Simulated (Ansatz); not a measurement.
# Breaking a bond in SiH4 (silane)

SiH4 has 5 atoms, charge 0, and is taken as a singlet. As SMILES, `[SiH4]`. The shape is that of a PBE0-D4/def2-TZVP optimisation.

```tsv
atom	x (Å)	y (Å)	z (Å)
Si	0.0000	0.0000	-0.0001
H	0.9676	-0.6884	0.8909
H	-1.3310	0.0449	0.6560
H	-0.1051	-0.7403	-1.2826
H	0.4685	1.3838	-0.2642
```

The Si1–H2 distance is scanned; the parts on either side stay rigid. Basis 6-31G, 5 core orbitals frozen in the correlated methods; program Ansatz 0.2.0. FCI is exact within this basis and core. Energies in eV from each method's value at 1.485 Å; methods without a U are spin-restricted. The shape above is that at 1.485 Å.

| distance (Å) | CAM-B3LYP | RPA@PBE | MP2 | CCSD(T) | CCSDT | CCSDT(Q) | FCI |
| --- | --- | --- | --- | --- | --- | --- | --- |
| 1.485 | 0.00 | 0.00 | 0.00 | 0.00 | 0.00 | 0.00 | 0.00 |
| 1.856 | 0.71 | 0.54 | 0.66 | 0.57 | 0.57 | 0.57 | 0.57 |
| 2.227 | 1.93 | 1.56 | 1.85 | 1.59 | 1.58 | 1.58 | 1.58 |
| 2.969 | 4.04 | 3.13 | 3.82 | 2.96 | 2.95 | 2.95 | 2.95 |
| 3.711 | 5.38 | 3.86 | 4.81 | 3.29 | 3.35 | 3.35 | 3.35 |

Departure from the FCI curve at its largest: CAM-B3LYP +2.03 eV at 3.71 Å; RPA@PBE +0.51 eV at 3.71 Å; MP2 +1.46 eV at 3.71 Å; CCSD(T) -0.06 eV at 3.71 Å; CCSDT within 0.005 eV; CCSDT(Q) within 0.005 eV. Restricted functionals keep the electrons paired too, and rise too high.

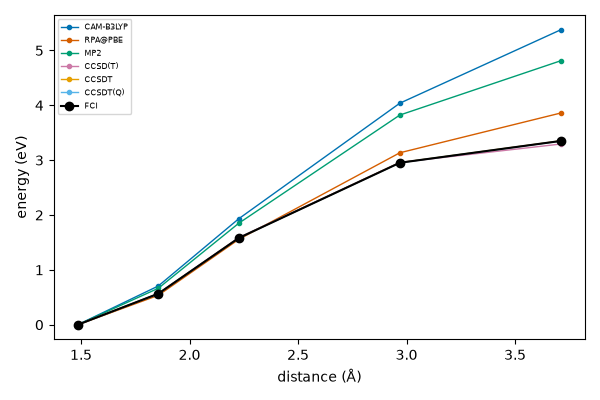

The curves of the table.
